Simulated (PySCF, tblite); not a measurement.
# C4H6O2: changes of charge, electronic excitations, EPR parameters, part 3 of 3

tblite 0.8.0 and PySCF 2.14.0. Atoms count from 0.

### Step 18. EPR parameters (C4H6O2+ (doublet), [O+]=C(O)C1CC1): UKS B3LYP, pcH-1 on C H O

What the job is given:

```
{"job": {"kind": "epr", "basis": "pcH-1"}, "charge": 1, "multiplicity": 2}
O      1.975310    -1.031366    -1.016447
C      1.297560    -0.313955    -0.313495
O      1.715320     0.565532     0.538580
C     -0.187426    -0.480772    -0.464644
C     -1.021249     0.745891    -0.391890
C     -1.015126    -0.341056     0.762979
H      2.689616     0.616488     0.578608
H     -0.480018    -1.250520    -1.187173
H     -1.892361     0.809530    -1.049502
H     -0.581462     1.693069    -0.066340
H     -0.570728     0.041648     1.686256
H     -1.879856    -1.001232     0.871169
```

Level: UKS B3LYP, pcH-1 on C H O, non-relativistic, mean-field spin-orbit, GIAO.

The program printed:

```text
UKS, coarse grid
  cycle   1  E = -305.95161474  |g| = 6.82e-01
  cycle   2  E = -304.99018248  |g| = 1.62e+00
  cycle   3  E = -306.07555464  |g| = 3.75e-01
  cycle   4  E = -306.12066327  |g| = 1.95e-01
  cycle   5  E = -306.13585320  |g| = 5.43e-02
  cycle   6  E = -306.13598957  |g| = 5.17e-02
  cycle   7  E = -306.13700126  |g| = 2.47e-02
  cycle   8  E = -306.13723325  |g| = 1.03e-02
  cycle   9  E = -306.13728409  |g| = 1.91e-03
  cycle  10  E = -306.13728666  |g| = 6.66e-04
UKS, final grid
  cycle   1  E = -306.13725343  |g| = 1.95e-03
  cycle   2  E = -306.13722747  |g| = 7.86e-03
  cycle   3  E = -306.13725519  |g| = 2.38e-04
  cycle   4  E = -306.13725521  |g| = 1.18e-04
  cycle   5  E = -306.13725522  |g| = 7.04e-05
  cycle   6  E = -306.13725522  |g| = 1.40e-05
E = -306.13725522 Eh   <S^2> = 0.7551 (exact 0.7500)
g shifts (ppm)      1          2          3
  rmc          -250       -250       -250
  gc             37         21         21
  oz_so        1591       3243       3330
  total        1378       3015       3101
hyperfine (MHz)  atom isotope    a_iso     a_fc   dipolar eigenvalues
    0   17O     -31.11     -31.11   -153.25     71.85     81.40
    1   13C       6.65       6.65    -11.24     -2.36     13.61
    2   17O       1.48       1.48    -14.17      5.01      9.16
    3   13C     -14.28     -14.28    -18.04    -13.48     31.52
    4   13C      10.79      10.79    -22.99    -21.69     44.68
    5   13C      11.59      11.59    -23.62    -22.39     46.01
    6    1H      -1.90      -1.90     -5.69     -0.09      5.78
    7    1H      22.30      22.30     -9.10     -1.93     11.03
    8    1H     -17.20     -17.20    -10.85     -2.23     13.08
    9    1H       0.76       0.76     -9.96     -3.28     13.24
   10    1H      -0.41      -0.41    -10.21     -3.36     13.56
   11    1H     -17.87     -17.87    -11.09     -2.29     13.39
```

It took 19 s on 1 thread of Intel Xeon 6975P-C, shared host; peak memory 0.87 GiB.

Principal g values 2.00370, 2.00533, 2.00542; g(iso) = 2.00482, against 2.00232 for a free electron.

Hyperfine couplings; where a row names several nuclei, a(iso) is their mean (it holds for fast rotation or exchange) and the dipolar term the largest among them:

| nuclei | isotope | a(iso) (MHz) | a(iso) (G, at g = 2.0023) | largest dipolar term (MHz) |
| --- | --- | --- | --- | --- |
| O0 | 17O | -31.1 | -11.1 | -153.3 |
| H7 | 1H | 22.3 | 8.0 | 11.0 |
| H8, H11 | 1H | -17.5 | -6.3 | 13.4 |
| C3 | 13C | -14.3 | -5.1 | 31.5 |
| C4, C5 | 13C | 11.2 | 4.0 | 46.0 |
| C1 | 13C | 6.6 | 2.4 | 13.6 |
| H6 | 1H | -1.9 | -0.7 | 5.8 |
| O2 | 17O | 1.5 | 0.5 | -14.2 |
| H9, H10 | 1H | 0.2 | 0.1 | 13.6 |

Mulliken spin populations:

```csv
atom,value (e)
O0,0.50
C1,-0.02
O2,0.02
C3,0.04
C4,0.24
C5,0.24
H6,0.00
H7,0.01
H8,-0.01
H9,0.00
H10,0.00
H11,-0.01
```

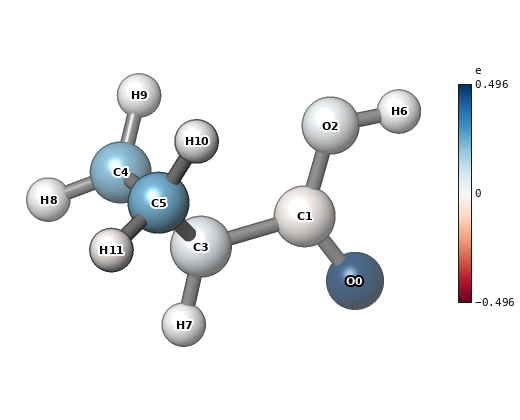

Mulliken spin populations, as colours on the atoms.

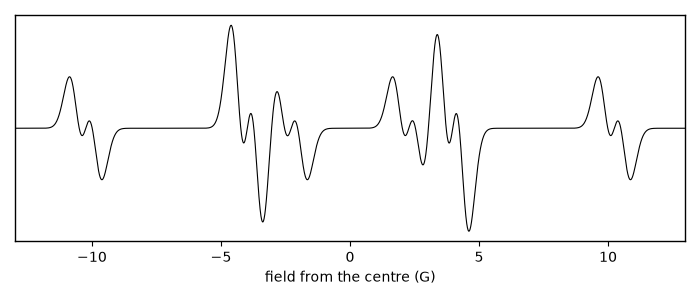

First-order isotropic spectrum (first derivative, main isotopes with spin only, couplings over 0.8 MHz, Gaussian width 0.3 G; couplings of the frozen geometry, rotation of groups not averaged beyond the rows shown).

### Step 19. Spectra of the species

What the job is given:

```
{"job": {"kind": "rx", "dirs": [1], "geom": {"xc": "PBE0", "basis": "def2-SVP", "d3": "d3bj", "grid": 1}, "hess": 1, "level": {"xc": "wB97X", "basis": "ma-def2-TZVP", "d3": "d3bj", "solvents": ["N,N-dimethylformamide"]}, "spectra": true}, "charge": 0, "multiplicity": 1}
O      1.991583    -1.093025    -1.079718
C      1.257210    -0.413376    -0.410786
O      1.720835     0.499398     0.462588
C     -0.221077    -0.478970    -0.448060
C     -1.041815     0.778910    -0.281949
C     -1.023695    -0.230854     0.807566
H      2.687289     0.457288     0.408950
H     -0.577659    -1.236771    -1.147289
H     -1.933049     0.865690    -0.907419
H     -0.492991     1.709921    -0.125392
H     -0.460225     0.006237     1.712372
H     -1.901849    -0.862289     0.959868
```

The program printed:

```text
uv O=C(O)C1CC1 +0: TDDFT CAM-B3LYP/def2-SVPD, vertical, gas phase, core orbitals frozen in the response
epr [O+]=C(O)C1CC1 +1: UKS B3LYP, pcH-1 on C H O, non-relativistic, mean-field spin-orbit, GIAO
```

Wall time 31 s (1 thread of Intel Xeon 6975P-C, shared host); peak memory 0.87 GiB.

This step only lists the spectra that were run on the species above.

### Step 20. Single point (C₄H₆O₂): BP86-D3(BJ)/ma-def2-TZVP

Geometry: PBE0-D3(BJ)/def2-SVP.

The job, as its differences from that of step 19:

```diff
@@ -1,2 +1,2 @@
-{"job": {"kind": "rx", "dirs": [1], "geom": {"xc": "PBE0", "basis": "def2-SVP", "d3": "d3bj", "grid": 1}, "hess": 1, "level": {"xc": "wB97X", "basis": "ma-def2-TZVP", "d3": "d3bj", "solvents": ["N,N-dimethylformamide"]}, "spectra": true}, "charge": 0, "multiplicity": 1}
+{"job": {"kind": "sp", "xc": "BP86", "basis": "ma-def2-TZVP", "d3": "d3bj", "grid": 2}, "charge": 0, "multiplicity": 1}
 O      1.991583    -1.093025    -1.079718
```

The program printed:

```text
coarse grid: 10240 points
cycle   1  E = -306.4114646467  dE =  9.422e-01  |g| = 1.071e+00  |ddm| = 2.730e+00
cycle   2  E = -305.4603613915  dE =  9.511e-01  |g| = 2.386e+00  |ddm| = 1.021e+01
cycle   3  E = -306.5474803424  dE = -1.087e+00  |g| = 6.161e-01  |ddm| = 9.669e+00
cycle   4  E = -306.6201500733  dE = -7.267e-02  |g| = 1.432e-01  |ddm| = 6.658e-01
cycle   5  E = -306.6226325456  dE = -2.482e-03  |g| = 6.620e-02  |ddm| = 1.300e-01
cycle   6  E = -306.6235870274  dE = -9.545e-04  |g| = 1.546e-02  |ddm| = 8.735e-02
cycle   7  E = -306.6236392907  dE = -5.226e-05  |g| = 3.532e-03  |ddm| = 2.281e-02
cycle   8  E = -306.6236417892  dE = -2.498e-06  |g| = 1.235e-03  |ddm| = 6.184e-03
final grid: 99480 points
cycle   9  E = -306.6137881629  dE = -8.589e-05  |g| = 7.336e-03  |ddm| = 1.352e-01
cycle  10  E = -306.6137410249  dE =  4.714e-05  |g| = 1.713e-02  |ddm| = 2.084e-02
cycle  11  E = -306.6137960898  dE = -5.506e-05  |g| = 3.296e-03  |ddm| = 1.897e-02
cycle  12  E = -306.6137982455  dE = -2.156e-06  |g| = 7.332e-04  |ddm| = 4.979e-03
cycle  13  E = -306.6137983709  dE = -1.255e-07  |g| = 3.164e-04  |ddm| = 7.315e-04
cycle  14  E = -306.6137983418  dE =  2.909e-08  |g| = 4.891e-05  |ddm| = 3.002e-04
cycle  15  E = -306.6137983423  dE = -4.457e-10  |g| = 2.245e-05  |ddm| = 8.184e-05
converged SCF energy = -306.6137983423
```

Wall time 18 s (1 thread of Intel Xeon 6975P-C, shared host); peak memory 0.76 GiB.

### Step 21. Single point (C4H6O2+ (doublet)): BP86-D3(BJ)/ma-def2-TZVP

Geometry: PBE0-D3(BJ)/def2-SVP, that of another charge or spin state.

The job, as its differences from that of step 20:

```diff
@@ -1,2 +1,2 @@
-{"job": {"kind": "sp", "xc": "BP86", "basis": "ma-def2-TZVP", "d3": "d3bj", "grid": 2}, "charge": 0, "multiplicity": 1}
+{"job": {"kind": "sp", "xc": "BP86", "basis": "ma-def2-TZVP", "d3": "d3bj", "grid": 2}, "charge": 1, "multiplicity": 2}
 O      1.991583    -1.093025    -1.079718
```

The program printed:

```text
final grid: 99480 points
cycle   1  E = -305.3979082913  dE =  7.536e-01  |g| = 1.349e+00  |ddm| = 1.346e+00
cycle   2  E = -290.6124688587  dE =  1.479e+01  |g| = 3.580e+00  |ddm| = 1.528e+01
cycle   3  E = -305.9963337465  dE = -1.538e+01  |g| = 5.812e-01  |ddm| = 1.523e+01
cycle   4  E = -305.7097601643  dE =  2.866e-01  |g| = 1.026e+00  |ddm| = 1.152e+00
cycle   5  E = -306.0628490884  dE = -3.531e-01  |g| = 6.455e-01  |ddm| = 1.044e+00
cycle   6  E = -306.1811289520  dE = -1.183e-01  |g| = 3.550e-01  |ddm| = 2.783e-01
cycle   7  E = -306.2438970847  dE = -6.277e-02  |g| = 1.307e-01  |ddm| = 2.641e-01
cycle   8  E = -306.2499046869  dE = -6.008e-03  |g| = 7.312e-02  |ddm| = 1.264e-01
cycle   9  E = -306.2523198914  dE = -2.415e-03  |g| = 1.328e-02  |ddm| = 5.837e-02
cycle  10  E = -306.2523840250  dE = -6.413e-05  |g| = 7.397e-03  |ddm| = 1.760e-02
cycle  11  E = -306.2524105274  dE = -2.650e-05  |g| = 1.473e-03  |ddm| = 6.458e-03
cycle  12  E = -306.2524102519  dE =  2.755e-07  |g| = 1.389e-03  |ddm| = 2.076e-03
cycle  13  E = -306.2524114245  dE = -1.173e-06  |g| = 2.460e-04  |ddm| = 1.348e-03
cycle  14  E = -306.2524114400  dE = -1.553e-08  |g| = 1.646e-04  |ddm| = 3.843e-04
cycle  15  E = -306.2524114545  dE = -1.442e-08  |g| = 4.519e-05  |ddm| = 1.485e-04
cycle  16  E = -306.2524114557  dE = -1.244e-09  |g| = 9.547e-06  |ddm| = 5.118e-05
converged SCF energy = -306.2524114557
```

Wall time 29 s (1 thread of Intel Xeon 6975P-C, shared host); peak memory 0.77 GiB.

### Step 22. Single point (C₄H₆O₂): BP86-D3(BJ)/ma-def2-TZVP

Geometry: PBE0-D3(BJ)/def2-SVP, that of another charge or spin state.

What the job is given:

```
{"job": {"kind": "sp", "xc": "BP86", "basis": "ma-def2-TZVP", "d3": "d3bj", "grid": 2}, "charge": 0, "multiplicity": 1}
O      1.975310    -1.031366    -1.016447
C      1.297560    -0.313955    -0.313495
O      1.715320     0.565532     0.538580
C     -0.187426    -0.480772    -0.464644
C     -1.021249     0.745891    -0.391890
C     -1.015126    -0.341056     0.762979
H      2.689616     0.616488     0.578608
H     -0.480018    -1.250520    -1.187173
H     -1.892361     0.809530    -1.049502
H     -0.581462     1.693069    -0.066340
H     -0.570728     0.041648     1.686256
H     -1.879856    -1.001232     0.871169
```

The program printed:

```text
coarse grid: 10240 points
cycle   1  E = -306.3945872685  dE =  9.515e-01  |g| = 1.071e+00  |ddm| = 2.812e+00
cycle   2  E = -305.0900398641  dE =  1.305e+00  |g| = 2.605e+00  |ddm| = 1.847e+01
cycle   3  E = -306.4930741987  dE = -1.403e+00  |g| = 7.628e-01  |ddm| = 1.800e+01
cycle   4  E = -306.6061746094  dE = -1.131e-01  |g| = 1.416e-01  |ddm| = 8.711e-01
cycle   5  E = -306.6084598819  dE = -2.285e-03  |g| = 6.683e-02  |ddm| = 1.863e-01
cycle   6  E = -306.6094186929  dE = -9.588e-04  |g| = 1.998e-02  |ddm| = 8.975e-02
cycle   7  E = -306.6095102717  dE = -9.158e-05  |g| = 2.494e-03  |ddm| = 4.551e-02
cycle   8  E = -306.6095113678  dE = -1.096e-06  |g| = 1.157e-03  |ddm| = 4.834e-03
final grid: 99480 points
cycle   9  E = -306.5996289223  dE = -8.692e-05  |g| = 6.707e-03  |ddm| = 1.517e-01
cycle  10  E = -306.5995912664  dE =  3.766e-05  |g| = 1.516e-02  |ddm| = 2.142e-02
cycle  11  E = -306.5996353862  dE = -4.412e-05  |g| = 3.320e-03  |ddm| = 2.105e-02
cycle  12  E = -306.5996375109  dE = -2.125e-06  |g| = 6.624e-04  |ddm| = 5.857e-03
cycle  13  E = -306.5996375863  dE = -7.542e-08  |g| = 2.380e-04  |ddm| = 6.745e-04
cycle  14  E = -306.5996375960  dE = -9.619e-09  |g| = 6.297e-05  |ddm| = 2.358e-04
converged SCF energy = -306.5996375960
```

It took 19 s on 1 thread of Intel Xeon 6975P-C, shared host; peak memory 0.75 GiB.

### Step 23. Single point (C4H6O2+ (doublet), [O+]=C(O)C1CC1): BP86-D3(BJ)/ma-def2-TZVP

Geometry: PBE0-D3(BJ)/def2-SVP.

The job, as its differences from that of step 22:

```diff
@@ -1,2 +1,2 @@
-{"job": {"kind": "sp", "xc": "BP86", "basis": "ma-def2-TZVP", "d3": "d3bj", "grid": 2}, "charge": 0, "multiplicity": 1}
+{"job": {"kind": "sp", "xc": "BP86", "basis": "ma-def2-TZVP", "d3": "d3bj", "grid": 2}, "charge": 1, "multiplicity": 2}
 O      1.975310    -1.031366    -1.016447
```

The program printed:

```text
final grid: 99480 points
cycle   1  E = -305.6996208061  dE =  4.866e-01  |g| = 1.129e+00  |ddm| = 1.303e+00
cycle   2  E = -295.2220151719  dE =  1.048e+01  |g| = 3.100e+00  |ddm| = 3.042e+01
cycle   3  E = -306.0431918607  dE = -1.082e+01  |g| = 5.521e-01  |ddm| = 3.032e+01
cycle   4  E = -306.0544293303  dE = -1.124e-02  |g| = 6.328e-01  |ddm| = 1.037e+00
cycle   5  E = -306.2343378960  dE = -1.799e-01  |g| = 2.728e-01  |ddm| = 6.501e-01
cycle   6  E = -306.2343441342  dE = -6.238e-06  |g| = 2.234e-01  |ddm| = 2.667e-01
cycle   7  E = -306.2575897495  dE = -2.325e-02  |g| = 8.917e-02  |ddm| = 1.367e-01
cycle   8  E = -306.2613724101  dE = -3.783e-03  |g| = 4.461e-02  |ddm| = 8.917e-02
cycle   9  E = -306.2621392070  dE = -7.668e-04  |g| = 5.968e-03  |ddm| = 3.146e-02
cycle  10  E = -306.2621495292  dE = -1.032e-05  |g| = 3.463e-03  |ddm| = 8.246e-03
cycle  11  E = -306.2621541099  dE = -4.581e-06  |g| = 1.202e-03  |ddm| = 2.924e-03
cycle  12  E = -306.2621548559  dE = -7.461e-07  |g| = 2.805e-04  |ddm| = 1.197e-03
cycle  13  E = -306.2621548939  dE = -3.803e-08  |g| = 7.464e-05  |ddm| = 3.393e-04
cycle  14  E = -306.2621548968  dE = -2.820e-09  |g| = 2.587e-05  |ddm| = 9.896e-05
converged SCF energy = -306.2621548968
```

Run time: 27 s. Hardware: 1 thread of Intel Xeon 6975P-C, shared host; peak memory 0.76 GiB.

### Step 24. Single point (C4H6O2): BP86-D3(BJ)/ma-def2-TZVP in dichloromethane

Geometry: PBE0-D3(BJ)/def2-SVP.

What the job is given:

```
{"job": {"kind": "sp", "xc": "BP86", "basis": "ma-def2-TZVP", "d3": "d3bj", "grid": 2, "solvent": "dichloromethane"}, "charge": 0, "multiplicity": 1}
O      1.991583    -1.093025    -1.079718
C      1.257210    -0.413376    -0.410786
O      1.720835     0.499398     0.462588
C     -0.221077    -0.478970    -0.448060
C     -1.041815     0.778910    -0.281949
C     -1.023695    -0.230854     0.807566
H      2.687289     0.457288     0.408950
H     -0.577659    -1.236771    -1.147289
H     -1.933049     0.865690    -0.907419
H     -0.492991     1.709921    -0.125392
H     -0.460225     0.006237     1.712372
H     -1.901849    -0.862289     0.959868
```

The program printed:

```text
final grid: 99480 points
cycle   1  E = -306.6221329459  dE = -1.487e-04  |g| = 6.274e-02  |ddm| = 6.738e-01
cycle   2  E = -306.6167845314  dE =  5.348e-03  |g| = 1.832e-01  |ddm| = 2.020e-01
cycle   3  E = -306.6229301147  dE = -6.146e-03  |g| = 1.108e-02  |ddm| = 1.511e-01
cycle   4  E = -306.6229535969  dE = -2.348e-05  |g| = 4.435e-03  |ddm| = 1.479e-02
cycle   5  E = -306.6229573325  dE = -3.736e-06  |g| = 1.067e-03  |ddm| = 3.904e-03
cycle   6  E = -306.6229576304  dE = -2.979e-07  |g| = 3.665e-04  |ddm| = 1.151e-03
cycle   7  E = -306.6229576558  dE = -2.543e-08  |g| = 1.037e-04  |ddm| = 4.950e-04
cycle   8  E = -306.6229576580  dE = -2.207e-09  |g| = 3.581e-05  |ddm| = 1.198e-04
converged SCF energy = -306.6229576580
```

It took 7.8 s on 1 thread of Intel Xeon 6975P-C, shared host; peak memory 1.1 GiB.

### Step 25. Single point (C4H6O2+ (doublet), [O+]=C(O)C1CC1): BP86-D3(BJ)/ma-def2-TZVP in dichloromethane

Geometry: PBE0-D3(BJ)/def2-SVP.

What the job is given:

```
{"job": {"kind": "sp", "xc": "BP86", "basis": "ma-def2-TZVP", "d3": "d3bj", "grid": 2, "solvent": "dichloromethane"}, "charge": 1, "multiplicity": 2}
O      1.975310    -1.031366    -1.016447
C      1.297560    -0.313955    -0.313495
O      1.715320     0.565532     0.538580
C     -0.187426    -0.480772    -0.464644
C     -1.021249     0.745891    -0.391890
C     -1.015126    -0.341056     0.762979
H      2.689616     0.616488     0.578608
H     -0.480018    -1.250520    -1.187173
H     -1.892361     0.809530    -1.049502
H     -0.581462     1.693069    -0.066340
H     -0.570728     0.041648     1.686256
H     -1.879856    -1.001232     0.871169
```

The program printed:

```text
final grid: 99480 points
cycle   1  E = -306.3432893327  dE =  4.715e-03  |g| = 1.074e-01  |ddm| = 3.048e-01
cycle   2  E = -306.2143262145  dE =  1.290e-01  |g| = 5.215e-01  |ddm| = 4.652e-01
cycle   3  E = -306.3488088704  dE = -1.345e-01  |g| = 1.298e-02  |ddm| = 3.833e-01
cycle   4  E = -306.3488758232  dE = -6.695e-05  |g| = 6.782e-03  |ddm| = 1.743e-02
cycle   5  E = -306.3488921551  dE = -1.633e-05  |g| = 1.996e-03  |ddm| = 5.395e-03
cycle   6  E = -306.3488932012  dE = -1.046e-06  |g| = 1.137e-03  |ddm| = 2.155e-03
cycle   7  E = -306.3488937778  dE = -5.766e-07  |g| = 2.103e-04  |ddm| = 1.161e-03
cycle   8  E = -306.3488938033  dE = -2.555e-08  |g| = 1.462e-04  |ddm| = 2.653e-04
cycle   9  E = -306.3488938142  dE = -1.088e-08  |g| = 2.878e-05  |ddm| = 1.401e-04
cycle  10  E = -306.3488938145  dE = -2.813e-10  |g| = 1.769e-05  |ddm| = 3.947e-05
converged SCF energy = -306.3488938145
```

Wall time 13 s (1 thread of Intel Xeon 6975P-C, shared host); peak memory 1.1 GiB.

### Step 26. Changes of charge: BP86-D3(BJ)/ma-def2-TZVP

This step combines the energies above: geometries from PBE0-D3(BJ)/def2-SVP, zero-point and thermal terms from PBE0-D3(BJ)/def2-SVP.

What the job is given:

```
{"job": {"kind": "rx", "dirs": [1], "geom": {"xc": "PBE0", "basis": "def2-SVP", "d3": "d3bj", "grid": 1}, "hess": 1, "level": {"xc": "BP86", "basis": "ma-def2-TZVP", "d3": "d3bj", "solvents": ["dichloromethane"]}}, "charge": 0, "multiplicity": 1}
O      1.991583    -1.093025    -1.079718
C      1.257210    -0.413376    -0.410786
O      1.720835     0.499398     0.462588
C     -0.221077    -0.478970    -0.448060
C     -1.041815     0.778910    -0.281949
C     -1.023695    -0.230854     0.807566
H      2.687289     0.457288     0.408950
H     -0.577659    -1.236771    -1.147289
H     -1.933049     0.865690    -0.907419
H     -0.492991     1.709921    -0.125392
H     -0.460225     0.006237     1.712372
H     -1.901849    -0.862289     0.959868
```

Output (the driver's rows laid out field by field):

```text
ionisation and electron attachment, BP86-D3(BJ)/ma-def2-TZVP // PBE0-D3(BJ)/def2-SVP

row 1
  change                  oxidation
  charge                  1
  multiplicity            2
  vertical_ev             9.8338
  vertical_s2             0.753
  formula                 C4H6O2
  smiles                  [O+]=C(O)C1CC1
  kept                    yes
  pieces                  1
  point_group             Cs
  adiabatic_electronic_ev 9.5687
  adiabatic_ev            9.46
  free_energy_ev          9.4343
  s2                      0.753
  bonds_moved             4 5 1.486 1.586; 1 2 1.346 1.294; 3 4 1.511 1.485; 3 5 1.511 1.487
  spin_on                 0 O 0.475; 5 C 0.225; 4 C 0.219
  charge_moved            0 O 0.284; 2 O 0.111; 5 C 0.097; 4 C 0.095
  vertical_back_ev        9.1834
  relaxation_parent_ev    0.3853
  relaxation_ion_ev       0.2651
  reorganisation_ev       0.6504
  solution                solvent dichloromethane, absolute_potential_v 7.3233, solvation_parent_kj -24.05, solvation_ion_kj -227.73
```

Run time: 1.9 min. Hardware: 1 thread of Intel Xeon 6975P-C, shared host; peak memory 1.1 GiB.

Energy taken up on oxidation, or given off on reduction (eV; adiabatic with zero-point energy):

```csv
change,product,vertical,adiabatic,free energy,reorganisation,⟨S²⟩
oxidation (multiplicity 2),[O+]=C(O)C1CC1,9.83,9.46,9.43,0.65,0.75
```

On oxidation to multiplicity 2 charge changes most on O0 (+0.28 e), O2 (+0.11 e), C5 (+0.10 e); the spin sits on O0 (0.47), C5 (0.23), C4 (0.22); the bond C4–C5 goes from 1.486 to 1.586 Å; the absolute potential is 7.32 V in dichloromethane.

### Step 27. Results

The summary covers parts 1 to 3.

```
                                     quantity                                  value
    strongest single infrared mode (GFN2-xTB)                  1776 cm⁻¹, 564 km/mol
                 zero-point energy (GFN2-xTB)                          59.2 kcal/mol
                                  point group                                     Cs
         rotational constants (main isotopes)                   7.54, 2.79, 2.42 GHz
ionisation energy (wB97X-D3(BJ)/ma-def2-TZVP)  vertical 10.43 eV, adiabatic 10.14 eV
         lowest singlet (CAM-B3LYP/def2-SVPD)            5.90 eV (210 nm), f = 0.001
     brightest single state of those computed            state 3, 8.14 eV, f = 0.308
 ionisation energy (BP86-D3(BJ)/ma-def2-TZVP)    vertical 9.83 eV, adiabatic 9.46 eV
```

In words: No mode is imaginary among the 30: a minimum at this level. The strongest single mode, at 1776 cm⁻¹, moves mainly C1 and O0. GFN2-xTB is a fitted tight-binding method: band positions and strengths are rough. Its intensities can rank the bands wrongly. Over 5 steps the energy fell by 0.026 eV; of the close pairs, C4–H9 changed most, 1.079 to 1.092 Å (PBE0/def2-SVP). At wB97X-D3(BJ)/ma-def2-TZVP, relaxation with the zero-point term after oxidation moves the energy taken up from 10.43 eV (vertical) to 10.14 eV (adiabatic, with zero-point energy). The lowest singlet, at 5.90 eV, is HOMO→LUMO+1 0.90 and is dark; of the 6 states computed, the strongest absorption comes from state 3 at 8.14 eV.
